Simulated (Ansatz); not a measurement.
## LiCaI3: complex band structure

Aim: relax a made-up compound, LiCaI3, and see how good a tunnel barrier it would be. It is built by putting I for F, Ca for Ba in the BaLiF3 structure of space group Pm-3m, with the volume rescaled by atomic radii. The parent structure comes from the Materials Project.

Calculated with Ansatz 0.2.0; PBEsol DFT, plane waves, PAW files, in the first sound run; inputs show where later runs differ.

The structure was built from a prototype and need not be the compound's stable phase.

## (1) Set-up

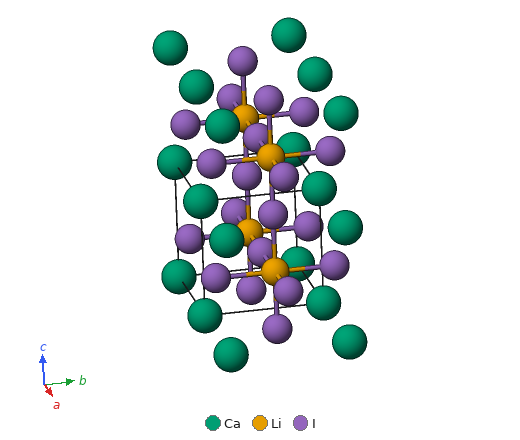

The starting structure, seen slightly off an axis (calcium teal, lithium orange, iodine purple). 2×1×2 cells are drawn. Some periodic images of atoms are drawn too.

## (2) Relaxing the new crystal

The substituted atoms don't fit the parent's cell, so cell and atoms relax together. A small smearing keeps the run stable in case the gap closes on the way.

Contents of input.yaml:

```yaml
crystal:
  lattice:
    - [4.6614219551, 0.0, 0.0]
    - [0.0, 4.6614219551, 0.0]
    - [0.0, 0.0, 4.6614219551]
  atoms:
    - { symbol: Ca, position: [0.0, 0.0, 0.0] }
    - { symbol: Li, position: [0.5, 0.5, 0.5] }
    - { symbol: I, position: [0.0, 0.5, 0.5] }
    - { symbol: I, position: [0.5, 0.5, 0.0] }
    - { symbol: I, position: [0.5, 0.0, 0.5] }
kpoints:
  mp_grid: { grid: [6, 6, 6] }
scf:
  occupations: { method: gaussian, width: 0.03 }
hamiltonian:
  xc: pbesol
output:
  forces: true
  stress: true
relax:
  f_tol: 0.02
  max_steps: 60
  cell: {}
```

On the command line:

```sh
ansatz run input.yaml --threads 2 --pin off --max-ram 4096MiB --backend cpu --events-out ev --progress --plain --runs-dir out
```

Numbers of over 12 decimals in the logs are rounded to 6 here.

The program printed:

```text
Engine: ansatz 0.2.0, aarch64-unknown-linux-gnu
Pseudopotentials: kind: paw
Pseudopotential: Ca, paw, valence charge 10, recommended cutoff 420 eV (normal), Ca.paw.azcp
Pseudopotential: Li, paw, valence charge 3, recommended cutoff 420 eV (normal), Li.paw.azcp
Pseudopotential: I, paw, valence charge 17, recommended cutoff 420 eV (normal), I.paw.azcp
Functional definition: PBEsol
  exchange = pbesol_x
  correlation = pbesol_c
Crystal: 5 atoms, lattice volume = 101.287 Å³
Basis set: ecut = 420 eV, 1935 PW (Γ), exchange–correlation on 64×64×64 points (8 copies of the dense FFT grid, shifted against one another)
Bands: 39, of which v1, the nominal top of the filled ones, is band 32 counted from 1 (31 counted from 0)
Symmetry: 48 space group operations
Space group: Pm-3m (ITA 221), of the structure as read, at distance tolerance 4.7e-5 Å
k-points: 20 of 216
Non-local potential: Ca, projectors of the file, l = 0: 3, l = 1: 2, l = 2: 2
Non-local potential: Li, projectors of the file, l = 0: 3, l = 1: 2, l = 2: 1
Non-local potential: I, projectors of the file, l = 0: 2, l = 1: 2, l = 2: 2, l = 3: 2
PAW form: soft (Blöchl's): semilocal exchange-correlation on the pseudo side does not see the compensation charge
PAW frozen core: Ca, regenerated for the run's functional, and the local potential with it (the file was generated under x = pbe(κ = 0.804, μ = 0.219515), c = pbe(β = 0.066725))
PAW frozen core: I, regenerated for the run's functional, and the local potential with it (the file was generated under x = pbe(κ = 0.804, μ = 0.219515), c = pbe(β = 0.066725))
PAW one-centre angular grid: Ca, 110 points (default); XC on 64 Gauss nodes
PAW one-centre angular grid: Li, 110 points (default); XC on 64 Gauss nodes
PAW one-centre angular grid: I, 590 points (default); XC on 64 Gauss nodes
Initial density: superposition of atomic densities (neutral atoms: chi_scale 0, normalization atom), corrected by the library's trained network
Initial wavefunctions: pseudopotential atomic-orbital guess
Functional: x = pbesol(κ = 0.804, μ = 0.123457), c = pbesol(β = 0.046)
SCF iter   1: F=—  HF=-24295.025608 eV  |F-HF|=—  |Δ(HF+E_count)|=         —  Δρ=3.32e-3  dr2=1.57e-2  ethr=1.77e-3  ⟨swp⟩=11.1  Hψ=4082  notcnv=0
preconditioner: auto → Resta (q_TF=auto, 2.527 Å⁻¹)  ε∞=4.6  [insulator: Δε(μ)=0.432 eV  Ē_g=9.563 eV  σ=0.030 eV  W_gap=0.68  n_scr=26 (ndim 8)  ℏωp=18.1 eV  f_vac=0.000  D(μ)=0.51/eV (n_scr^D=0)  ε∞_Penn≈4.6]
SCF iter   2: F=—  HF=-24295.021057 eV  |F-HF|=—  |Δ(HF+E_count)|=   4.55e-3  Δρ=1.53e-3  dr2=2.63e-3  ethr=2.45e-5  ⟨swp⟩=2.5  Hψ=1696  notcnv=0  defer=29
SCF iter   3: F=—  HF=-24295.020259 eV  |F-HF|=—  |Δ(HF+E_count)|=   7.98e-4  Δρ=3.97e-4  dr2=3.58e-4  ethr=4.12e-6  ⟨swp⟩=2.0  Hψ=1384  notcnv=0  defer=29
SCF iter   4: F=—  HF=-24295.020192 eV  |F-HF|=—  |Δ(HF+E_count)|=   6.66e-5  Δρ=1.33e-4  dr2=3.58e-5  ethr=5.60e-7  ⟨swp⟩=2.0  Hψ=934  notcnv=0  defer=29
SCF iter   5: F=—  HF=-24295.020223 eV  |F-HF|=—  |Δ(HF+E_count)|=   3.12e-5  Δρ=2.46e-5  dr2=5.40e-7  ethr=5.59e-8  ⟨swp⟩=2.0  Hψ=1286  notcnv=0  defer=29
SCF iter   6: F=-24295.020223 eV  HF=-24295.020223 eV  |F-HF|=1.51e-8  |Δ(HF+E_count)|=   1.46e-7  Δρ=4.69e-6  dr2=2.32e-8  ethr=1.56e-10  ⟨swp⟩=4.3  Hψ=2502  notcnv=0
SCF 1 converged in 6 iterations: F = -24295.020223 eV  dr2 = 2.32e-8
  greatest PAW one-centre occupation: 1.001 electrons in one spin orbital (limit 2), on the Li atom at site 1 (counted from 0), in its partial waves of l = 0
relax step   1: F+E_penalty+E_count = -24295.02022328 eV  Δ(F+E_penalty+E_count) = +0.000e0 eV  max|allowed force component| = 1.353e-28 eV/Å  Δτ_max = 0.0000 Å  P = +31.806 GPa  Ω = 101.287 Å³  (6 SCF iters, dr2 threshold 1.00e-7 eV, accepted)
Crystal: 5 atoms, lattice volume = 116.835 Å³
Basis set: ecut = 420 eV, 2301 PW (Γ), exchange–correlation on 64×64×64 points (8 copies of the dense FFT grid, shifted against one another)
Initial density: handed on by an earlier stage of this run
Initial wavefunctions: those handed on with the density
iter 1 solved again at ethr=2.38e-4 eV; its pass at ethr=3.10e-3 eV (dr2=1.53e-1 eV) is discarded
SCF iter   1: F=—  HF=-24297.331805 eV  |F-HF|=—  |Δ(HF+E_count)|=         —  Δρ=6.78e-3  dr2=1.52e-1  ethr=2.38e-4  ⟨swp⟩=1.9  Hψ=4648  notcnv=0
preconditioner: auto → Resta (q_TF=auto, 2.468 Å⁻¹)  ε∞=4.3  [insulator: Δε(μ)=0.666 eV  Ē_g=9.220 eV  σ=0.030 eV  W_gap=1.00  n_scr=26 (ndim 8)  ℏωp=16.8 eV  f_vac=0.000  D(μ)=0.00/eV (n_scr^D=0)  ε∞_Penn≈4.3]
SCF iter   2: F=—  HF=-24297.285270 eV  |F-HF|=—  |Δ(HF+E_count)|=   4.65e-2  Δρ=3.78e-3  dr2=4.53e-2  ethr=2.38e-4  ⟨swp⟩=3.2  Hψ=1116  notcnv=0
SCF iter   3: F=—  HF=-24297.268926 eV  |F-HF|=—  |Δ(HF+E_count)|=   1.63e-2  Δρ=1.01e-3  dr2=1.25e-3  ethr=7.08e-5  ⟨swp⟩=3.9  Hψ=1388  notcnv=0
SCF iter   4: F=—  HF=-24297.268851 eV  |F-HF|=—  |Δ(HF+E_count)|=   7.51e-5  Δρ=2.00e-4  dr2=7.06e-5  ethr=1.95e-6  ⟨swp⟩=2.0  Hψ=1173  notcnv=0
SCF iter   5: F=—  HF=-24297.268896 eV  |F-HF|=—  |Δ(HF+E_count)|=   4.55e-5  Δρ=5.09e-5  dr2=2.62e-6  ethr=1.10e-7  ⟨swp⟩=2.0  Hψ=1398  notcnv=0
SCF iter   6: F=-24297.268896 eV  HF=-24297.268895 eV  |F-HF|=6.54e-8  |Δ(HF+E_count)|=   8.69e-7  Δρ=1.39e-5  dr2=3.37e-7  ethr=7.81e-10  ⟨swp⟩=4.8  Hψ=2898  notcnv=0
SCF 2 converged in 6 iterations: F = -24297.268896 eV  dr2 = 3.37e-7
  greatest PAW one-centre occupation: 1.000 electrons in one spin orbital (limit 2), on the Li atom at site 1 (counted from 0), in its partial waves of l = 0
relax step   2: F+E_penalty+E_count = -24297.26889556 eV  Δ(F+E_penalty+E_count) = -2.249e0 eV  max|allowed force component| = 1.388e-29 eV/Å  Δτ_max = 0.0000 Å  P = +16.148 GPa  Ω = 116.835 Å³  energy of the carried Pulay correction = -2.429e-3 eV  (6 SCF iters, dr2 threshold 5.00e-7 eV, accepted)
Crystal: 5 atoms, lattice volume = 133.896 Å³
Basis set: ecut = 420 eV, 2601 PW (Γ), exchange–correlation on 64×64×64 points (8 copies of the dense FFT grid, shifted against one another)
iter 1 solved again at ethr=2.06e-4 eV; its pass at ethr=3.10e-3 eV (dr2=1.32e-1 eV) is discarded
SCF iter   1: F=—  HF=-24298.490071 eV  |F-HF|=—  |Δ(HF+E_count)|=         —  Δρ=5.78e-3  dr2=1.32e-1  ethr=2.06e-4  ⟨swp⟩=2.0  Hψ=4506  notcnv=0
preconditioner: auto → Resta (q_TF=auto, 2.412 Å⁻¹)  ε∞=4.3  [insulator: Δε(μ)=1.038 eV  Ē_g=8.627 eV  σ=0.030 eV  W_gap=1.00  n_scr=26 (ndim 8)  ℏωp=15.7 eV  f_vac=0.002  D(μ)=0.00/eV (n_scr^D=0)  ε∞_Penn≈4.3]
SCF iter   2: F=—  HF=-24298.449094 eV  |F-HF|=—  |Δ(HF+E_count)|=   4.10e-2  Δρ=3.25e-3  dr2=4.09e-2  ethr=2.06e-4  ⟨swp⟩=3.0  Hψ=1072  notcnv=0
SCF iter   3: F=—  HF=-24298.433748 eV  |F-HF|=—  |Δ(HF+E_count)|=   1.53e-2  Δρ=9.05e-4  dr2=1.30e-3  ethr=6.40e-5  ⟨swp⟩=3.7  Hψ=1385  notcnv=0
SCF iter   4: F=—  HF=-24298.433647 eV  |F-HF|=—  |Δ(HF+E_count)|=   1.01e-4  Δρ=1.94e-4  dr2=8.18e-5  ethr=2.03e-6  ⟨swp⟩=2.4  Hψ=1062  notcnv=0
SCF iter   5: F=—  HF=-24298.433918 eV  |F-HF|=—  |Δ(HF+E_count)|=   2.71e-4  Δρ=4.81e-5  dr2=3.66e-6  ethr=1.28e-7  ⟨swp⟩=2.0  Hψ=1420  notcnv=0
SCF iter   6: F=-24298.433918 eV  HF=-24298.433918 eV  |F-HF|=1.94e-7  |Δ(HF+E_count)|=   1.79e-7  Δρ=1.54e-5  dr2=4.61e-7  ethr=7.81e-10  ⟨swp⟩=5.0  Hψ=3020  notcnv=0
SCF 3 converged in 6 iterations: F = -24298.433918 eV  dr2 = 4.61e-7
relax step   3: F+E_penalty+E_count = -24298.43391846 eV  Δ(F+E_penalty+E_count) = -1.165e0 eV  max|allowed force component| = 1.078e-29 eV/Å  Δτ_max = 0.0000 Å  P = +6.679 GPa  Ω = 133.896 Å³  energy of the carried Pulay correction = -4.728e-3 eV  (6 SCF iters, dr2 threshold 5.00e-7 eV, accepted)
[...]
relax step   4: F+E_penalty+E_count = -24298.80330715 eV  Δ(F+E_penalty+E_count) = -3.694e-1 eV  max|allowed force component| = 1.712e-29 eV/Å  Δτ_max = 0.0000 Å  P = +1.397 GPa  Ω = 149.220 Å³  energy of the carried Pulay correction = -6.532e-3 eV  (6 SCF iters, dr2 threshold 5.00e-7 eV, accepted)
[...]
relax step   5: F+E_penalty+E_count = -24298.82344056 eV  Δ(F+E_penalty+E_count) = -2.013e-2 eV  max|allowed force component| = 4.707e-30 eV/Å  Δτ_max = 0.0000 Å  P = -0.230 GPa  Ω = 155.023 Å³  energy of the carried Pulay correction = -7.160e-3 eV  (6 SCF iters, dr2 threshold 5.00e-7 eV, accepted)
[...]
relax step   6: F+E_penalty+E_count = -24298.82413695 eV  Δ(F+E_penalty+E_count) = -6.964e-4 eV  max|allowed force component| = 1.175e-29 eV/Å  Δτ_max = 0.0000 Å  P = +0.000 GPa  Ω = 154.176 Å³  energy of the carried Pulay correction = -7.070e-3 eV  (5 SCF iters, dr2 threshold 1.32e-7 eV, accepted)
[...]
relax step   7: F+E_penalty+E_count = -24298.90470763 eV  Δ(F+E_penalty+E_count) = -8.057e-2 eV  max|allowed force component| = 1.938e-29 eV/Å  Δτ_max = 0.0000 Å  P = +1.115 GPa  Ω = 154.176 Å³  stress off target by 1.12e0 GPa  SCF on the basis re-selected at this cell (its energy is not comparable with the rows above)  (7 SCF iters)
[...]
relax step   8: F+E_penalty+E_count = -24298.92308494 eV  Δ(F+E_penalty+E_count) = -1.838e-2 eV  max|allowed force component| = 9.414e-30 eV/Å  Δτ_max = 0.0000 Å  P = +0.367 GPa  Ω = 158.293 Å³  energy of the carried Pulay correction = -4.419e-4 eV  (5 SCF iters, dr2 threshold 5.00e-7 eV, accepted)
[...]
relax step   9: F+E_penalty+E_count = -24298.92540797 eV  Δ(F+E_penalty+E_count) = -2.323e-3 eV  max|allowed force component| = 1.373e-29 eV/Å  Δτ_max = 0.0000 Å  P = +0.011 GPa  Ω = 160.480 Å³  energy of the carried Pulay correction = -6.697e-4 eV  (5 SCF iters, dr2 threshold 3.37e-7 eV, accepted)
Basis set: ecut = 420 eV, 3119 PW (Γ), exchange–correlation on 80×80×80 points (8 copies of the dense FFT grid, shifted against one another)
iter 1 solved again at ethr=4.47e-6 eV; its pass at ethr=3.10e-3 eV (dr2=2.86e-3 eV) is discarded
SCF iter   1: F=—  HF=-24298.920272 eV  |F-HF|=—  |Δ(HF+E_count)|=         —  Δρ=6.51e-4  dr2=2.14e-5  ethr=4.47e-6  ⟨swp⟩=2.5  Hψ=5927  notcnv=0
eigensolver tolerance schedule: the retry pair's looser diagonalisation over-reported the residual by 132.49 of it (diagonalisation noise at 0.24 of the residual, at the tolerance the schedule requests for it); recorded, not acted on — ethr = c·dr2/N_el stays at c = 1.0e-1
preconditioner: auto → Resta (q_TF=auto, 2.341 Å⁻¹)  ε∞=4.7  [insulator: Δε(μ)=1.071 eV  Ē_g=7.459 eV  σ=0.030 eV  W_gap=1.00  n_scr=32 (ndim 8)  ℏωp=14.4 eV  f_vac=0.011  D(μ)=0.00/eV (n_scr^D=0)  ε∞_Penn≈4.7]
SCF iter   2: F=—  HF=-24298.924790 eV  |F-HF|=—  |Δ(HF+E_count)|=   4.52e-3  Δρ=3.28e-4  dr2=4.07e-6  ethr=3.35e-8  ⟨swp⟩=2.4  Hψ=1432  notcnv=0
SCF iter   3: F=—  HF=-24298.925932 eV  |F-HF|=—  |Δ(HF+E_count)|=   1.14e-3  Δρ=9.68e-5  dr2=6.84e-7  ethr=6.36e-9  ⟨swp⟩=2.0  Hψ=1028  notcnv=0
SCF iter   4: F=—  HF=-24298.926031 eV  |F-HF|=—  |Δ(HF+E_count)|=   9.88e-5  Δρ=1.59e-5  dr2=9.02e-8  ethr=1.07e-9  ⟨swp⟩=2.1  Hψ=955  notcnv=0
SCF iter   5: F=—  HF=-24298.926034 eV  |F-HF|=—  |Δ(HF+E_count)|=   2.51e-6  Δρ=1.98e-6  dr2=1.26e-8  ethr=1.41e-10  ⟨swp⟩=2.1  Hψ=1121  notcnv=0
SCF iter   6: F=—  HF=-24298.926034 eV  |F-HF|=—  |Δ(HF+E_count)|=   1.60e-8  Δρ=4.47e-7  dr2=1.02e-9  ethr=1.96e-11  ⟨swp⟩=2.0  Hψ=956  notcnv=0
SCF iter   7: F=—  HF=-24298.926034 eV  |F-HF|=—  |Δ(HF+E_count)|=  1.06e-10  Δρ=1.11e-7  dr2=5.82e-11  ethr=1.59e-12  ⟨swp⟩=2.0  Hψ=1003  notcnv=0
SCF iter   8: F=-24298.926034 eV  HF=-24298.926034 eV  |F-HF|=7.28e-12  |Δ(HF+E_count)|=  1.46e-11  Δρ=8.95e-9  dr2=1.47e-13  ethr=1.00e-12  ⟨swp⟩=4.3  Hψ=2431  notcnv=0
SCF 10 converged in 8 iterations: F = -24298.926034 eV  dr2 = 1.47e-13
relax step  10: F+E_penalty+E_count = -24298.92603377 eV  Δ(F+E_penalty+E_count) = -6.258e-4 eV  max|allowed force component| = 6.127e-30 eV/Å  Δτ_max = 0.0000 Å  P = +0.008 GPa  Ω = 160.480 Å³  stress off target by 8.32e-3 GPa  SCF on the basis re-selected at this cell (its energy is not comparable with the rows above)  (8 SCF iters)
basis re-selected at this cell: Δ(F+E_penalty+E_count) = -6.258e-4 eV, ΔP = -0.002 GPa vs the last step (what re-selecting the basis moved, of the pressure what is left beyond the Pulay correction that the steps carried, after the strain that the cell walked since its last selection, with what the two solves' SCF thresholds leave and, on support functions, any second-order correction that the steps lacked; it is no measure of the basis error at this ecutwfc). The dense FFT grid was sized anew with the basis: this SCF ran on 40×40×40 points, the steps before it on 36×36×36, so part of this shift can come from that change (see relax.cell in the input reference). [rest of the remark cut]
SCF converged after 8 iterations
Free energy (F): -24298.926034 eV
Harris-Foulkes:  -24298.926034 eV  (|F-HF|=7.28e-12)
Internal energy: -24298.926034 eV  (E = F + TS)
E sigma→0 (E₀):  -24298.926034 eV
Fermi energy:    6.606670 eV
--- Per-component energies (eV) ---
  E_band       = -1351.450709
  E_kinetic    = 865.924172
  E_local      = -6794.981255  (includes V_loc(G=0)·N_el)
  E_nonlocal   = -234.950549
  E_hartree    = 3355.347080
  E_xc         = -527.994704
  E_vxc        = -569.445311  (∫ρ·V_xc dr)
  E_paw        = -15066.604018  (= ΣΔE_a)
  E_vpaw       = -1328.691967  (= ΣTr[D̂ρ^β])
  E_aug_tail   = 0.000028  (compensation charges beyond the density's cutoff)
  E_ewald      = -5897.022009
  E_core_change = 1.355221  (= ΣΔE_core)
  E_smearing   = -0.000000  (= −TS)
  E_closure    = 0.000000  (closes the sum)
  Σ components = -24298.926034   (vs F -24298.926034, Δ=0.00e0)
--- Forces (eV/Å), atoms counted from 1 ---
  atom   1  Ca    -0.00000000     0.00000000     0.00000000
  atom   2  Li     0.00000000     0.00000000    -0.00000000
  atom   3  I      0.00000000    -0.00000000     0.00000000
  atom   4  I      0.00000000     0.00000000     0.00000000
  atom   5  I      0.00000000     0.00000000     0.00000000
  max |Σ_I F_I| component: 1.30e-29 eV/Å
--- Stress (GPa, compression-positive) ---
        0.008321       0.000000      -0.000000
        0.000000       0.008321       0.000000
       -0.000000       0.000000       0.008321
  P = ⅓ Tr σ = 0.0083 GPa (0.083 kbar)
--- Relaxed structure (8 steps of the walk, 8 accepted, 2 SCFs on fresh bases) ---
  F+E_penalty+E_count = -24298.92603377 eV   max|allowed force component| = 6.127e-30 eV/Å   (the final SCF, on the basis selected at the relaxed cell)
  cell:  # Å, volume = 160.4803 Å³
    - [5.434262, 0, 0]
    - [0, 5.434262, 0]
    - [0, 0, 5.434262]
  atoms:
    - { symbol: Ca, position: [0, 0, 0] }
    - { symbol: Li, position: [0.5, 0.5, 0.500000] }
    - { symbol: I, position: [0, 0.5, 0.500000] }
    - { symbol: I, position: [0.5, 0.5, 0] }
    - { symbol: I, position: [0.5, 0, 0.500000] }
```

The job ended after 21 s (2 threads of Arm Neoverse V2, shared host; peak memory 0.47 GiB).

Step by step:

```csv
step,energy less that of the first step (eV),largest force component (eV/Å),pressure (GPa),volume (Å³)
1,0.0000,0.0000,31.81,101.29
2,-2.2487,0.0000,16.15,116.83
3,-3.4137,0.0000,6.68,133.90
4,-3.7831,0.0000,1.40,149.22
5,-3.8032,0.0000,-0.23,155.02
6,-3.8039,0.0000,0.00,154.18
7*,-3.8845,0.0000,1.12,154.18
8,-3.9029,0.0000,0.37,158.29
9,-3.9052,0.0000,0.01,160.48
10*,-3.9058,0.0000,0.01,160.48
```

Relaxation steps marked * repeat the geometry before them on a plane-wave basis chosen anew for their cell, so energy and pressure can jump there.

The run keeps the 48 symmetry operations that it works with, so distortions that break them were not tested.

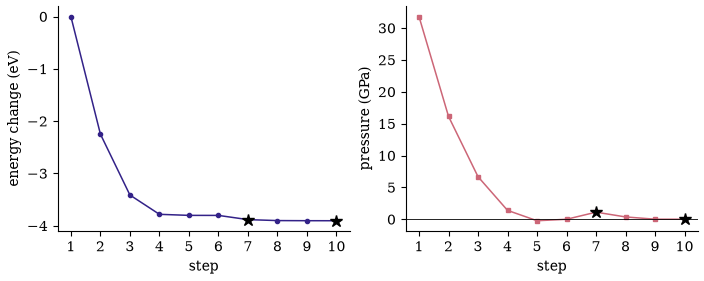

Energy and pressure along the relaxation. Stars mark steps on a basis chosen anew.

```csv
cell as run,before,after,change
a (Å),4.661,5.434,+16.6 %
b (Å),4.661,5.434,+16.6 %
c (Å),4.661,5.434,+16.6 %
volume (Å³/atom),20.26,32.10,+58.4 %
```

This step gave:

* free energy: -24298.9260 eV
* Fermi energy: 6.607 eV
* pressure: 0.008321 GPa

The largest force component on a free atom ends at 6.1e-30 eV/Å.

## (3) The bulk crystal and its band edges

The energy window and the wavevectors of the next steps follow from the band edges, so these are searched first, off the mesh as well.

Contents of input.yaml:

```yaml
crystal:
  lattice:
    - [5.4342624398, 0.0, 0.0]
    - [0.0, 5.4342624398, 0.0]
    - [0.0, 0.0, 5.4342624398]
  atoms:
    - { symbol: Ca, position: [0.0, 0.0, 0.0] }
    - { symbol: Li, position: [0.5, 0.5, 0.5] }
    - { symbol: I, position: [0.0, 0.5, 0.5] }
    - { symbol: I, position: [0.5, 0.5, 0.0] }
    - { symbol: I, position: [0.5, 0.0, 0.5] }
kpoints:
  mp_grid: { grid: [6, 6, 6] }
  band_path: { path: [VBM, CBM], npoints: 30 }
scf:
  occupations: { method: fixed }
hamiltonian:
  xc: pbesol
output:
  eigenvalues: true
  write_potential: true
  write_density: true
  volumetric_format: npy
```

The program printed:

```text
[...]
Crystal: 5 atoms, lattice volume = 160.480 Å³
Basis set: ecut = 420 eV, 3119 PW (Γ)
Bands: 39, of which v1, the nominal top of the filled ones, is band 32 counted from 1 (31 counted from 0)
Symmetry: 48 space group operations
[...]
k-points: 20 of 216
[...]
SCF iter   1: F=—  HF=-24298.927593 eV  |F-HF|=—  |Δ(HF+E_count)|=         —  Δρ=2.25e-3  dr2=6.86e-3  ethr=1.77e-3  ⟨swp⟩=6.7  Hψ=3030  notcnv=0  defer=87
[...]
SCF iter   6: F=-24298.926056 eV  HF=-24298.926056 eV  |F-HF|=2.04e-10  |Δ(HF+E_count)|=   2.81e-8  Δρ=1.58e-6  dr2=5.13e-9  ethr=1.29e-10  ⟨swp⟩=12.6  Hψ=4534  notcnv=0
SCF 1 converged in 6 iterations: F = -24298.926056 eV  dr2 = 5.13e-9
[...]
NSCF: frozen V_eff on 20 k-points
[...]
SCF converged after 6 iterations
Free energy (F): -24298.926056 eV
[...]
Internal energy: -24298.926056 eV  (E = F + TS)
E sigma→0 (E₀):  -24298.926056 eV
Fermi energy:    6.074065 eV
[...]
--- Band table (eV; the first three rows and the last of 20) ---
  k-point 0: bands = [... 28 lower, 4.8518, 5.6593, 5.6593, 5.6593, 7.1384, 8.0907, 8.0907, 8.4013, ... 3 higher]
  k-point 1: bands = [... 28 lower, 4.7124, 5.2320, 5.5434, 5.5434, 7.5830, 8.2186, 8.3790, 8.4274, ... 3 higher]
  k-point 2: bands = [... 28 lower, 4.3683, 4.5168, 5.3889, 5.3889, 8.4308, 8.4820, 8.5071, 8.8784, ... 3 higher]
  k-point 19: bands = [... 28 lower, 5.8198, 6.0741, 6.0741, 6.0741, 7.2281, 8.6124, 8.6124, 8.6124, ... 3 higher]
```

Wall time 11 s (2 threads); peak memory 0.43 GiB.

This step gave:

```yaml
free_energy: -24298.9261 eV
fermi_energy: 6.074 eV
gap_on_the_k_mesh: 1.064 eV
gap_on_path: 1.064 eV, by band count; negative where bands overlap
direct_gap_on_path: 1.154 eV
edge_places_on_path: 0, 1.001 1/A along the path
```

The electronic bands at the labelled points (eV, zero at the Fermi level (highest filled level under fixed occupations); v1 is the highest filled band, c1 the lowest empty one):

```csv
point,v4,v3,v2,v1,c1,c2,c3,c4
VBM,-0.25,0.00,0.00,0.00,1.15,2.54,2.54,2.54
CBM,-1.22,-0.41,-0.41,-0.41,1.06,2.02,2.02,2.33
```

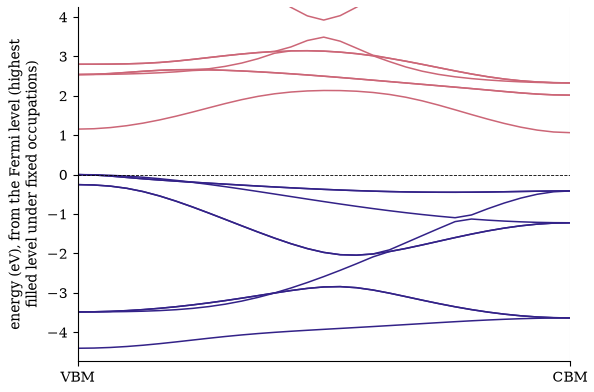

Electronic bands along the path; lines of filled and empty bands in two colours.

The searched edges give 1.06 eV, as on the mesh.

(Continued in part 2 of 3.)

[Logs are printed without paths, hosts, clocks, repeated set-up lines and the standing remarks that a program may print on its own settings, such as how far it seeks lower states.]

[Hosts, paths, dates, database ids (printed as entryN), source tags and the programs' standing remarks are cut or masked in the printed files.]
